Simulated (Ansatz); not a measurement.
**Run report: C2H8O2Si, molecular dynamics (part 5 of 5)**

C2H8O2Si, SMILES OCC(O)[SiH3]; RKS r2SCAN-D4/6-31G (Ansatz 0.2.0). It belongs to a series of runs on one base structure; here: dynamics from the start.

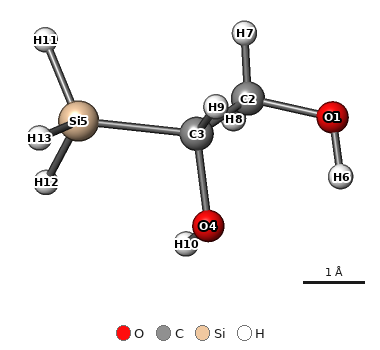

Fig. 1: The geometry at step 137 of the log (ball-and-stick view, seen at a tilt; atoms are numbered from 1 in the order of the input).

Trajectory as extended XYZ, continued
```
13
Properties=species:S:1:pos:R:3:forces:R:3 step=122 time_fs=61.0 energy=-14167.48294 temperature=145.2
O    -1.0396    1.9293    1.0709   -0.3481   1.4311   0.3827
C    -0.7890    0.5567    0.9146   -0.4177  -1.3687   0.1569
C     0.3951    0.3144    0.0245   -0.2692  -0.1654  -0.7876
O     0.0902    0.9701   -1.3069    0.5054  -0.0168   0.7368
Si    0.9010   -1.5013   -0.3824    0.0409  -0.4166  -0.3183
H    -1.1172    2.4058    0.2143    0.1762  -0.4645  -0.0074
H    -0.5519    0.1647    1.9117   -0.2009   0.0650   0.0712
H    -1.6926    0.0008    0.5449    0.3762   0.2199   0.0724
H     1.2499    0.8194    0.4656    0.2487   0.4528  -0.3271
H    -0.6289    0.4326   -1.6993   -0.0990  -0.0349  -0.2121
H     0.9395   -2.5601    0.6540   -0.1817  -0.0373   0.6348
H    -0.0066   -2.0430   -1.4389   -0.2853   0.1021  -0.1573
H     2.2585   -1.5413   -0.9564    0.4545   0.2333  -0.2449
13
Properties=species:S:1:pos:R:3:forces:R:3 step=124 time_fs=62.0 energy=-14167.47323 temperature=138.3
O    -1.0375    1.9273    1.0709   -0.3610   1.5203   0.2835
C    -0.7855    0.5527    0.9140   -0.6287  -1.1349   0.1857
C     0.3920    0.3176    0.0293    0.0127  -0.3047  -1.0042
O     0.0889    0.9676   -1.3115    0.6658   0.0926   0.9427
Si    0.9014   -1.5010   -0.3852   -0.0637  -0.3747  -0.2527
H    -1.1170    2.4050    0.2111    0.1915  -0.5482   0.1241
H    -0.5515    0.1646    1.9093   -0.1606   0.0104   0.1765
H    -1.6926    0.0055    0.5492    0.3458   0.1401   0.0302
H     1.2502    0.8201    0.4733    0.1709   0.4298  -0.3922
H    -0.6281    0.4292   -1.6956   -0.2540  -0.1470  -0.3006
H     0.9367   -2.5563    0.6569   -0.1801  -0.0318   0.6040
H    -0.0064   -2.0432   -1.4444   -0.2598   0.1164  -0.1247
H     2.2569   -1.5389   -0.9538    0.5213   0.2318  -0.2724
13
Properties=species:S:1:pos:R:3:forces:R:3 step=127 time_fs=63.5 energy=-14167.45686 temperature=126.9
O    -1.0348    1.9259    1.0712   -0.3611   1.5205   0.1743
C    -0.7812    0.5450    0.9134   -0.8890  -0.6672   0.2277
C     0.3873    0.3220    0.0351    0.4495  -0.4864  -1.2559
O     0.0877    0.9639   -1.3174    0.8313   0.2212   1.1773
Si    0.9018   -1.5007   -0.3895   -0.1992  -0.3281  -0.1559
H    -1.1163    2.4029    0.2067    0.2078  -0.6356   0.2660
H    -0.5513    0.1646    1.9060   -0.0994  -0.0773   0.3438
H    -1.6922    0.0126    0.5557    0.2532   0.0006  -0.0444
H     1.2508    0.8220    0.4841    0.0272   0.3731  -0.4954
H    -0.6275    0.4240   -1.6906   -0.4276  -0.2688  -0.4018
H     0.9320   -2.5506    0.6623   -0.1770  -0.0140   0.5453
H    -0.0064   -2.0434   -1.4530   -0.2194   0.1359  -0.0749
H     2.2555   -1.5348   -0.9504    0.6038   0.2260  -0.3061
13
Properties=species:S:1:pos:R:3:forces:R:3 step=129 time_fs=64.5 energy=-14167.44707 temperature=120.0
O    -1.0332    1.9262    1.0716   -0.3494   1.4402   0.1316
C    -0.7791    0.5392    0.9133   -0.9993  -0.3062   0.2511
C     0.3846    0.3244    0.0376    0.7164  -0.5834  -1.3631
O     0.0875    0.9616   -1.3204    0.8760   0.2698   1.2744
Si    0.9021   -1.5006   -0.3924   -0.2698  -0.3092  -0.0946
H    -1.1156    2.4007    0.2040    0.2131  -0.6644   0.3192
H    -0.5512    0.1645    1.9043   -0.0610  -0.1344   0.4529
H    -1.6915    0.0175    0.5600    0.1596  -0.1022  -0.1013
H     1.2513    0.8237    0.4907   -0.0766   0.3250  -0.5643
H    -0.6276    0.4202   -1.6878   -0.4866  -0.3056  -0.4403
H     0.9287   -2.5468    0.6666   -0.1745   0.0037   0.4988
H    -0.0067   -2.0433   -1.4588   -0.1920   0.1473  -0.0420
H     2.2552   -1.5318   -0.9486    0.6440   0.2195  -0.3224
13
Properties=species:S:1:pos:R:3:forces:R:3 step=132 time_fs=66.0 energy=-14167.43789 temperature=113.5
O    -1.0313    1.9282    1.0723   -0.3179   1.2242   0.1130
C    -0.7776    0.5301    0.9134   -1.0331   0.2544   0.2741
C     0.3817    0.3271    0.0394    1.0256  -0.6861  -1.4157
O     0.0882    0.9584   -1.3235    0.8328   0.2750   1.3235
Si    0.9023   -1.5007   -0.3969   -0.3392  -0.3000  -0.0103
H    -1.1141    2.3962    0.2006    0.2124  -0.6615   0.3361
H    -0.5513    0.1640    1.9024   -0.0116  -0.2093   0.5963
H    -1.6903    0.0244    0.5662   -0.0244  -0.2642  -0.1956
H     1.2519    0.8268    0.4996   -0.2266   0.2452  -0.6623
H    -0.6286    0.4139   -1.6843   -0.4743  -0.2820  -0.4490
H     0.9235   -2.5411    0.6740   -0.1698   0.0370   0.4199
H    -0.0075   -2.0430   -1.4676   -0.1513   0.1620   0.0061
H     2.2561   -1.5269   -0.9463    0.6776   0.2054  -0.3362
13
Properties=species:S:1:pos:R:3:forces:R:3 step=134 time_fs=67.0 energy=-14167.43681 temperature=112.8
O    -1.0303    1.9304    1.0728   -0.2899   1.0335   0.1284
C    -0.7776    0.5242    0.9138   -0.9574   0.6109   0.2805
C     0.3807    0.3283    0.0392    1.1466  -0.7246  -1.3734
O     0.0893    0.9565   -1.3246    0.7342   0.2346   1.2932
Si    0.9023   -1.5009   -0.3999   -0.3586  -0.3059   0.0397
H    -1.1129    2.3925    0.1987    0.2063  -0.6305   0.3083
H    -0.5513    0.1635    1.9019    0.0134  -0.2475   0.6686
H    -1.6895    0.0288    0.5701   -0.1698  -0.3721  -0.2622
H     1.2520    0.8292    0.5047   -0.3138   0.1909  -0.7213
H    -0.6298    0.4094   -1.6826   -0.4004  -0.2152  -0.4233
H     0.9197   -2.5373    0.6794   -0.1662   0.0626   0.3625
H    -0.0082   -2.0425   -1.4734   -0.1250   0.1701   0.0368
H     2.2574   -1.5234   -0.9452    0.6805   0.1931  -0.3379
13
Properties=species:S:1:pos:R:3:forces:R:3 step=137 time_fs=68.5 energy=-14167.44284 temperature=117.0
O    -1.0291    1.9350    1.0738   -0.2407   0.7065   0.1847
C    -0.7791    0.5163    0.9148   -0.7062   1.0752   0.2804
C     0.3810    0.3289    0.0368    1.1810  -0.7384  -1.1969
O     0.0917    0.9539   -1.3247    0.5052   0.1244   1.1652
Si    0.9020   -1.5014   -0.4044   -0.3464  -0.3301   0.1043
H    -1.1107    2.3857    0.1965    0.1901  -0.5465   0.2176
H    -0.5513    0.1623    1.9024    0.0362  -0.2815   0.7280
H    -1.6887    0.0347    0.5755   -0.4018  -0.5225  -0.3611
H     1.2516    0.8331    0.5111   -0.4139   0.1132  -0.7971
H    -0.6324    0.4022   -1.6807   -0.2108  -0.0539  -0.3476
H     0.9139   -2.5315    0.6881   -0.1599   0.1038   0.2715
H    -0.0095   -2.0416   -1.4821   -0.0876   0.1798   0.0799
H     2.2607   -1.5178   -0.9442    0.6548   0.1701  -0.3290
13
Properties=species:S:1:pos:R:3:forces:R:3 step=140 time_fs=70.0 energy=-14167.45579 temperature=126.1
O    -1.0281    1.9405    1.0750   -0.1865   0.3629   0.2650
C    -0.7817    0.5104    0.9163   -0.3409   1.4132   0.2770
C     0.3834    0.3282    0.0323    1.0469  -0.7052  -0.9054
O     0.0948    0.9515   -1.3233    0.2202  -0.0155   0.9597
Si    0.9015   -1.5021   -0.4087   -0.2871  -0.3682   0.1568
H    -1.1081    2.3777    0.1947    0.1680  -0.4292   0.0856
H    -0.5513    0.1604    1.9044    0.0396  -0.2838   0.7186
H    -1.6887    0.0394    0.5801   -0.6150  -0.6424  -0.4471
H     1.2504    0.8372    0.5157   -0.4684   0.0443  -0.8552
H    -0.6354    0.3950   -1.6796    0.0348   0.1498  -0.2447
H     0.9076   -2.5254    0.6974   -0.1525   0.1456   0.1777
H    -0.0110   -2.0403   -1.4906   -0.0534   0.1865   0.1192
H     2.2653   -1.5118   -0.9439    0.5943   0.1420  -0.3072
13
Properties=species:S:1:pos:R:3:forces:R:3 step=142 time_fs=71.0 energy=-14167.46657 temperature=133.7
O    -1.0277    1.9444    1.0760   -0.1492   0.1411   0.3205
C    -0.7839    0.5078    0.9175   -0.0766   1.5507   0.2771
C     0.3861    0.3270    0.0284    0.8811  -0.6608  -0.6655
O     0.0971    0.9499   -1.3216    0.0235  -0.1073   0.7937
Si    0.9010   -1.5028   -0.4116   -0.2247  -0.3985   0.1855
H    -1.1061    2.3719    0.1936    0.1517  -0.3400  -0.0128
H    -0.5512    0.1588    1.9066    0.0316  -0.2677   0.6735
H    -1.6894    0.0418    0.5826   -0.7231  -0.6954  -0.4896
H     1.2490    0.8400    0.5178   -0.4774   0.0047  -0.8833
H    -0.6373    0.3903   -1.6791    0.2063   0.2908  -0.1712
H     0.9033   -2.5211    0.7038   -0.1470   0.1722   0.1152
H    -0.0120   -2.0391   -1.4962   -0.0326   0.1892   0.1429
H     2.2692   -1.5076   -0.9441    0.5365   0.1209  -0.2863
13
Properties=species:S:1:pos:R:3:forces:R:3 step=145 time_fs=72.5 energy=-14167.48386 temperature=145.8
O    -1.0272    1.9505    1.0779   -0.0932  -0.1587   0.3873
C    -0.7872    0.5063    0.9199    0.2799   1.6089   0.2829
C     0.3914    0.3242    0.0215    0.5549  -0.5676  -0.2703
O     0.1005    0.9473   -1.3182   -0.2500  -0.2203   0.5223
Si    0.9002   -1.5040   -0.4157   -0.1044  -0.4463   0.2211
H    -1.1029    2.3625    0.1919    0.1276  -0.2023  -0.1541
H    -0.5511    0.1560    1.9112    0.0066  -0.2190   0.5547
H    -1.6918    0.0441    0.5855   -0.8008  -0.7212  -0.5195
H     1.2460    0.8443    0.5193   -0.4507  -0.0438  -0.9086
H    -0.6399    0.3838   -1.6787    0.4438   0.4852  -0.0669
H     0.8965   -2.5145    0.7137   -0.1376   0.2081   0.0236
H    -0.0136   -2.0371   -1.5042   -0.0046   0.1908   0.1748
H     2.2759   -1.5011   -0.9449    0.4285   0.0862  -0.2473
13
Properties=species:S:1:pos:R:3:forces:R:3 step=147 time_fs=73.5 energy=-14167.49526 temperature=153.8
O    -1.0269    1.9544    1.0794   -0.0570  -0.3263   0.4095
C    -0.7892    0.5069    0.9217    0.4564   1.5460   0.2889
C     0.3955    0.3218    0.0166    0.3082  -0.4916  -0.0026
O     0.1026    0.9454   -1.3155   -0.4039  -0.2701   0.3382
Si    0.8996   -1.5051   -0.4184   -0.0114  -0.4770   0.2407
H    -1.1006    2.3560    0.1906    0.1131  -0.1145  -0.2312
H    -0.5509    0.1538    1.9149   -0.0164  -0.1726   0.4489
H    -1.6944    0.0447    0.5868   -0.7831  -0.6978  -0.5123
H     1.2435    0.8471    0.5192   -0.4077  -0.0686  -0.9139
H    -0.6411    0.3801   -1.6785    0.5749   0.5926  -0.0075
H     0.8919   -2.5098    0.7203   -0.1305   0.2282  -0.0349
H    -0.0147   -2.0355   -1.5094    0.0119   0.1900   0.1935
H     2.2809   -1.4967   -0.9457    0.3454   0.0615  -0.2173
13
Properties=species:S:1:pos:R:3:forces:R:3 step=150 time_fs=75.0 energy=-14167.51085 temperature=164.8
O    -1.0265    1.9599    1.0822   -0.0060  -0.5166   0.3930
C    -0.7915    0.5101    0.9249    0.5957   1.3071   0.2962
C     0.4021    0.3175    0.0093   -0.0725  -0.3631   0.3767
O     0.1052    0.9423   -1.3112   -0.5763  -0.2975   0.0759
Si    0.8987   -1.5069   -0.4223    0.1379  -0.5161   0.2658
H    -1.0970    2.3461    0.1883    0.0954   0.0019  -0.3021
H    -0.5508    0.1503    1.9212   -0.0558  -0.0873   0.2666
H    -1.6996    0.0445    0.5879   -0.6474  -0.6015  -0.4590
H     1.2389    0.8511    0.5174   -0.3107  -0.0944  -0.9040
H    -0.6418    0.3755   -1.6783    0.7142   0.7074   0.0586
H     0.8846   -2.5024    0.7301   -0.1187   0.2510  -0.1169
H    -0.0164   -2.0328   -1.5167    0.0338   0.1862   0.2177
H     2.2890   -1.4900   -0.9473    0.2104   0.0230  -0.1686
```

The run was set up as follows.

The input
```yaml
crystal:
  periodic: [false, false, false]
  atoms:
    - { symbol: O, position_ang: [-1.094368, 1.888739, 1.081095] }
    - { symbol: C, position_ang: [-0.800441, 0.479499, 0.916226] }
    - { symbol: C, position_ang: [0.401554, 0.312898, -0.006305] }
    - { symbol: O, position_ang: [0.122329, 1.059432, -1.259497] }
    - { symbol: Si, position_ang: [0.902432, -1.5183, -0.39739] }
    - { symbol: H, position_ang: [-0.986778, 2.295286, 0.190857] }
    - { symbol: H, position_ang: [-0.596542, 0.08264, 1.91531] }
    - { symbol: H, position_ang: [-1.673332, -0.058015, 0.500009] }
    - { symbol: H, position_ang: [1.255149, 0.851812, 0.419515] }
    - { symbol: H, position_ang: [-0.534374, 0.557317, -1.790183] }
    - { symbol: H, position_ang: [0.961238, -2.348687, 0.855837] }
    - { symbol: H, position_ang: [-0.160828, -2.079848, -1.306798] }
    - { symbol: H, position_ang: [2.22446, -1.557373, -1.103676] }
basis:
  gaussian: { orbitals: "6-31G" }
hamiltonian:
  xc: r2scan
  dispersion: d4
md:
  timestep: 0.5
  n_steps: 150
  ensemble: nve
  temperature: 300.0
  initial_velocities: maxwell_boltzmann
  seed: 568217
  masses: [{ species: H, mass: 10.0 }]
scf:
  lower_state_search: "off"
```

Command:
```bash
ansatz run input.yaml --threads 1 --pin off --max-ram 2048MiB --backend cpu --events-out ev --progress --plain --runs-dir out
```

Results in brief

```json
{"quantity": "outcome", "value": "finished"}
{"quantity": "mean temperature over the second half", "value": "144 K"}
{"quantity": "trajectory", "value": "150 steps, 75 fs"}
{"quantity": "ensemble", "value": "nve"}
{"quantity": "temperature in the input", "value": "300.0 K"}
{"quantity": "time step", "value": "0.5 fs"}
{"quantity": "potential energy (last step)", "value": "−14167.5109 eV"}
{"quantity": "mean-field energy (last step)", "value": "−14167.4481 eV"}
{"quantity": "largest force (length of the vector) (last step)", "value": "1.467 eV/Å"}
{"quantity": "hardware", "value": "1 thread of Arm Neoverse V1, 24 GiB of memory available, shared host"}
{"quantity": "wall time", "value": "10 min"}
{"quantity": "peak memory", "value": "0.11 GiB"}
```

Remarks

So short a trajectory is not equilibrated.
